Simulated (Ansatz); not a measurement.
# Mg3PbO (model cell, started as antiperovskite): from the cell to its phonons

Aim: the phonons of Mg3PbO (model cell, started as antiperovskite) at a cell relaxed beforehand at this level. After the zone centre comes a 4×4×4 q mesh on a 8×8×8 k mesh.

Method: DFT LDA, scalar-relativistic, plane waves, PAW; PAW set soft_1, in Ansatz 0.2.0.

The structure was built from a prototype and need not be the compound's stable phase.

## 1. The structure

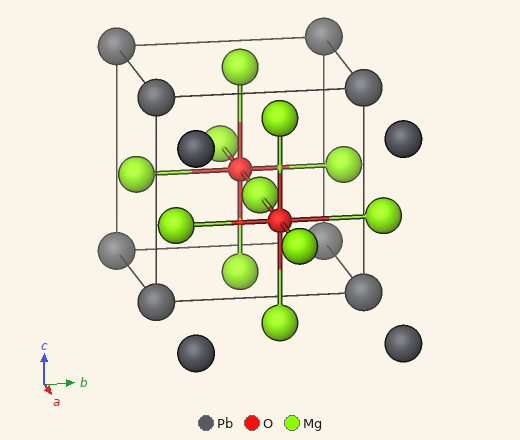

Start, viewed slightly off an axis; lead dark grey, oxygen red, magnesium green. 2×1×1 cells are drawn. Some periodic images of atoms are drawn too.

## 2. Linear response at the zone centre

The cell comes from relaxations at this level that are not shown. The zone centre comes first: it holds the modes that light can see, as far as symmetry allows. No field response is asked, since the mesh shows no gap.

File input.yaml:

```yaml
crystal:
  lattice:
    - [4.3259854434, 0.0, 0.0]
    - [0.0, 4.3259854434, 0.0]
    - [0.0, 0.0, 4.3259854434]
  atoms:
    - { symbol: Pb, position: [0.0, 0.0, 0.0] }
    - { symbol: O, position: [0.5, 0.5, 0.5] }
    - { symbol: Mg, position: [0.5, 0.5, 0.0] }
    - { symbol: Mg, position: [0.5, 0.0, 0.5] }
    - { symbol: Mg, position: [0.0, 0.5, 0.5] }
kpoints:
  mp_grid: { grid: [8, 8, 8] }
hamiltonian:
  xc: lda
  pseudopotentials: { kind: paw, azcp: { folder: soft_1 }, xc_functional: pbe }
scf:
  occupations: { method: methfessel_paxton, width: 0.2 }
output:
  eigenvalues: true
phonons:
  method: dfpt
```

On the command line:

```
$ ansatz run input.yaml --threads 8 --pin off --max-ram 16384MiB --backend cpu --events-out ev --progress --plain --runs-dir out
```

Numbers of over 12 decimals in the logs are rounded to 6 here.

Log:

```text
zone centre: on kpoints.mp_grid the ground state, and the responses unless they are solved on pairs of k-points, stand on 125 of the mesh's 512 k-points, reduced under 8 symmetry operations, with k and −k counted as one. Each operation leaves every solved displacement unchanged or reverses it
Engine: ansatz 0.2.0, aarch64-unknown-linux-gnu
Pseudopotentials: kind: paw
Pseudopotential: Pb, paw, valence charge 14, recommended cutoff 420 eV (normal), soft_1/Pb.paw.azcp
Pseudopotential: O, paw, valence charge 6, recommended cutoff 420 eV (normal), soft_1/O.paw.azcp
Pseudopotential: Mg, paw, valence charge 10, recommended cutoff 420 eV (normal), soft_1/Mg.paw.azcp
Functional definition: SPW92
  exchange = slater_x
  correlation = pw_c
Crystal: 5 atoms, lattice volume = 80.957 Å³
Basis set: ecut = 420 eV, 1575 PW (Γ), exchange–correlation on 60×60×60 points (8 copies of the dense FFT grid, shifted against one another)
Bands: 30, of which v1, the nominal top of the filled ones, is band 25 counted from 1 (24 counted from 0)
Symmetry: 48 space group operations
k-points: 125 of 512 (irreducible under 8 space group operations)
Non-local potential: Pb, projectors of the file, l = 0: 2, l = 1: 2, l = 2: 2, l = 3: 1
Non-local potential: O, projectors of the file, l = 0: 2, l = 1: 2, l = 2: 1
Non-local potential: Mg, projectors of the file, l = 0: 3, l = 1: 2, l = 2: 1
PAW form: soft (Blöchl's): semilocal exchange-correlation on the pseudo side does not see the compensation charge
PAW frozen core: Pb, regenerated for the run's functional, and the local potential with it (the file was generated under x = pbe(κ = 0.804, μ = 0.219515), c = pbe(β = 0.066725))
PAW frozen core: O, regenerated for the run's functional, and the local potential with it (the file was generated under x = pbe(κ = 0.804, μ = 0.219515), c = pbe(β = 0.066725))
PAW frozen core: Mg, regenerated for the run's functional, and the local potential with it (the file was generated under x = pbe(κ = 0.804, μ = 0.219515), c = pbe(β = 0.066725))
PAW one-centre angular grid: Pb, 590 points (default); XC on 64 Gauss nodes
PAW one-centre angular grid: O, 110 points (default); XC on 64 Gauss nodes
PAW one-centre angular grid: Mg, 110 points (default); XC on 64 Gauss nodes
Initial density: superposition of atomic densities (chi_scale 0.1, normalization cell, long waves kept (reshape's long-wave potential 0.00 eV rms))
Initial wavefunctions: pseudopotential atomic-orbital guess
Functional: x = slater, c = lda
SCF iter   1: F=—  HF=-17867.808909 eV  |F-HF|=—  |Δ(HF+E_count)|=         —  Δρ=7.92e-2  dr2=4.45e0  ethr=3.10e-3  ⟨swp⟩=6.7  Hψ=16916  notcnv=0
preconditioner: auto → Resta (q_TF=auto, 2.518 Å⁻¹)  ε∞=3.6  [insulator: Δε(μ)=0.147 eV  Ē_g=13.138 eV  σ=0.200 eV  W_gap=0.56  n_scr=26 (ndim 8)  ℏωp=21.0 eV  f_vac=0.000  D(μ)=0.51/eV (n_scr^D=0)  ε∞_Penn≈3.6]
SCF iter   2: F=—  HF=-17866.986322 eV  |F-HF|=—  |Δ(HF+E_count)|=   8.23e-1  S|Δr|=    0.00e0  Δρ=2.43e-2  dr2=4.88e-1  ethr=3.10e-3  ⟨swp⟩=2.2  Hψ=6958  notcnv=0  defer=76
SCF iter   3: F=—  HF=-17866.947287 eV  |F-HF|=—  |Δ(HF+E_count)|=   3.90e-2  S|Δr|=    0.00e0  Δρ=7.84e-3  dr2=5.04e-2  ethr=9.77e-4  ⟨swp⟩=2.0  Hψ=4913  notcnv=0  defer=76
SCF iter   4: F=—  HF=-17866.941786 eV  |F-HF|=—  |Δ(HF+E_count)|=   5.50e-3  S|Δr|=    0.00e0  Δρ=1.66e-3  dr2=9.83e-4  ethr=1.01e-4  ⟨swp⟩=2.2  Hψ=6715  notcnv=0  defer=69
SCF iter   5: F=—  HF=-17866.941080 eV  |F-HF|=—  |Δ(HF+E_count)|=   7.06e-4  S|Δr|=    0.00e0  Δρ=4.19e-4  dr2=1.14e-4  ethr=1.97e-6  ⟨swp⟩=2.0  Hψ=6799  notcnv=0  defer=69
SCF iter   6: F=—  HF=-17866.941086 eV  |F-HF|=—  |Δ(HF+E_count)|=   5.74e-6  S|Δr|=    0.00e0  Δρ=8.28e-5  dr2=7.72e-6  ethr=2.29e-7  ⟨swp⟩=2.0  Hψ=4556  notcnv=0  defer=69
SCF iter   7: F=—  HF=-17866.941086 eV  |F-HF|=—  |Δ(HF+E_count)|=   4.77e-7  S|Δr|=    0.00e0  Δρ=2.06e-5  dr2=3.65e-7  ethr=1.54e-8  ⟨swp⟩=2.9  Hψ=6489  notcnv=0  defer=69
SCF iter   8: F=—  HF=-17866.941083 eV  |F-HF|=—  |Δ(HF+E_count)|=   2.67e-6  S|Δr|=    0.00e0  Δρ=8.23e-6  dr2=3.56e-8  ethr=7.30e-10  ⟨swp⟩=2.0  Hψ=6800  notcnv=0  defer=69
SCF iter   9: F=—  HF=-17866.941083 eV  |F-HF|=—  |Δ(HF+E_count)|=   1.43e-8  S|Δr|=    0.00e0  Δρ=8.76e-7  dr2=4.35e-10  ethr=7.12e-11  ⟨swp⟩=3.1  Hψ=7539  notcnv=0  defer=69
SCF iter  10: F=—  HF=-17866.941083 eV  |F-HF|=—  |Δ(HF+E_count)|=  1.53e-10  S|Δr|=    0.00e0  Δρ=1.39e-7  dr2=1.30e-11  ethr=1.00e-12  ⟨swp⟩=2.0  Hψ=5005  notcnv=0  defer=69
SCF iter  11: F=-17866.941083 eV  HF=-17866.941083 eV  |F-HF|=3.64e-12  |Δ(HF+E_count)|=  7.28e-12  S|Δr|=    0.00e0  Δρ=4.01e-8  dr2=9.22e-13  ethr=1.00e-12  ⟨swp⟩=9.7  Hψ=18918  notcnv=0
SCF 1 converged in 11 iterations: F = -17866.941083 eV  dr2 = 9.22e-13
  greatest PAW one-centre occupation: 1.000 electrons in one spin orbital (limit 2), on the Mg atom at site 2 (counted from 0), in its partial waves of l = 0
DFPT response loops at Γ: preconditioner auto → Kerker (q_TF=auto, 2.518 Å⁻¹) (partly filled bands, converged f_vac=0.000); β = 1.00, the filter's whole step (`scf.mixing.beta` (0.50) is not read by the response loops under this deck's `scf.mixing.preconditioner`; to damp them name `kerker` or `kerker_dos`, under which they read `scf.mixing.beta`, and type it under 1.00, their step now; both keys bind the ground state too); Broyden in place of MSR1
SCF converged after 11 iterations
Stability not checked: this state was not tested for a lower state beside it, because cold or Methfessel-Paxton smearing, or corrected tetrahedra, fill the levels in a way that the test cannot read (fill_not_monotonic; see scf.lower_state_search)
Free energy (F): -17866.941083 eV
Harris-Foulkes:  -17866.941083 eV  (|F-HF|=3.64e-12)
Internal energy: -17866.940373 eV  (E = F + TS)
E sigma→0 (E₀):  -17866.940906 eV
Entropy (-TS):   -0.000710 eV (-0.142 meV/atom)
Fermi energy:    10.590636 eV
--- Per-component energies (eV) ---
  E_band       = -986.225448
  E_kinetic    = 683.322919
  E_local      = -5910.992672  (includes V_loc(G=0)·N_el)
  E_nonlocal   = 950.082686
  E_hartree    = 2043.038833
  E_xc         = -356.961063
  E_vxc        = -336.549784  (∫ρ·V_xc dr)
  E_paw        = -11085.920449  (= ΣΔE_a)
  E_vpaw       = -458.166509  (= ΣTr[D̂ρ^β])
  E_aug_tail   = 0.000265  (compensation charges beyond the density's cutoff)
  E_ewald      = -4189.981627
  E_core_change = 0.470736  (= ΣΔE_core)
  E_smearing   = -0.000710  (= −TS)
  E_closure    = 0.000000  (closes the sum)
  Σ components = -17866.941083   (vs F -17866.941083, Δ=0.00e0)
--- Band table (eV; the first three rows and the last of 125) ---
  k-point 0: bands = [... 21 lower, 4.4258, 10.0797, 10.0797, 10.0797, 11.2405, 11.2405, 11.2703, 16.6617, ... 1 higher]
  k-point 1: bands = [... 21 lower, 4.4537, 8.7625, 10.0566, 10.0566, 11.3503, 11.4519, 12.7874, 15.7684, ... 1 higher]
  k-point 2: bands = [... 21 lower, 4.5226, 7.2560, 9.9905, 9.9905, 11.6747, 11.9796, 14.9024, 15.0704, ... 1 higher]
  k-point 124: bands = [... 21 lower, 4.0023, 6.8587, 6.8587, 6.8587, 12.1680, 12.1680, 12.1680, 13.9715, ... 1 higher]
--- Phonons (Γ-DFPT): 4 representative perturbations + reference, on 125 of 512 k-points (Σ response iterations 13) ---
  k mesh reduced under 8 symmetry operations, with k and −k counted as one. Each operation leaves every solved displacement unchanged or reverses it
  ASR residual: 4.576e-5 → 0.000e0 eV/Å²; symmetrization residual: 5.161e-6 eV/Å²
  ASR residual per site (eV/Å²): 8.68e-6 4.58e-5 4.29e-6 4.29e-6 4.29e-6
  Γ frequencies (cm⁻¹): 0.00 0.00 0.00 143.56 143.56 143.56 189.55 189.55 189.55 266.54 266.54 266.54 306.87 306.87 306.87
  non-analytic LO–TO correction: not included (Born effective charges unavailable; polar crystals: no LO–TO splitting at Γ)
```

The job ended after 17 s (8 threads of Arm Neoverse V2, shared host; peak memory 1.1 GiB).

Reading the cycles: dr2 is the Hartree energy of the density residual (eV), the measure of convergence; HF is the Harris–Foulkes estimate of the energy, which meets the free energy F at convergence.

This step gave:

| Item | Value |
| --- | --- |
| volume per atom | 16.19 Å³ |
| gap on the k-mesh | 0 eV |
| sum-rule residual before enforcement | 4.58e-5 eV/Å² |
| point group | m-3m |
| highest optical mode at the zone centre (no LO-TO term) | 306.9 cm⁻¹ |
| lowest optical zone-centre mode | 143.6 cm⁻¹ |

Patterns of degenerate modes are one choice out of their space. The modes at Γ (shares of kinetic energy by element, %):

```csv
mode,frequency (cm⁻¹),symmetry,Pb %,O %,Mg %
1,0.0,acoustic,70,5,25
2,0.0,acoustic,70,5,25
3,0.0,acoustic,70,5,25
4,143.6,T1u,29,6,65
5,143.6,T1u,29,6,65
6,143.6,T1u,29,6,65
7,189.6,T2u,0,0,100
8,189.6,T2u,0,0,100
9,189.6,T2u,0,0,100
10,266.5,T1u,0,51,49
11,266.5,T1u,0,51,49
12,266.5,T1u,0,51,49
13,306.9,T1u,1,38,62
14,306.9,T1u,1,38,62
15,306.9,T1u,1,38,62
```

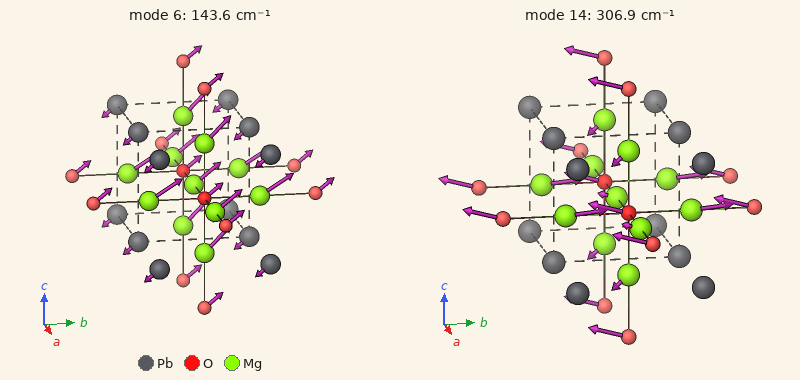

Displacement patterns of modes 6 and 14 at Γ; arrows are exaggerated. 2×1×1 cells are drawn. Some periodic images of atoms are drawn too.

Before it was imposed, the acoustic sum rule was missed by 4.6e-5 eV/Å². Small misses are needed for a sound result but don't prove that mesh and cutoff are converged. The lowest optical mode is real, 144 cm⁻¹.

(Part 1 of 2 ends here.)

[Logs are printed without paths, hosts, clocks, repeated set-up lines and the standing remarks that a program may print on its own settings, such as how far it seeks lower states.]

[Hosts, paths, dates, database ids (printed as entryN), source tags and the programs' standing remarks are cut or masked in the printed files.]
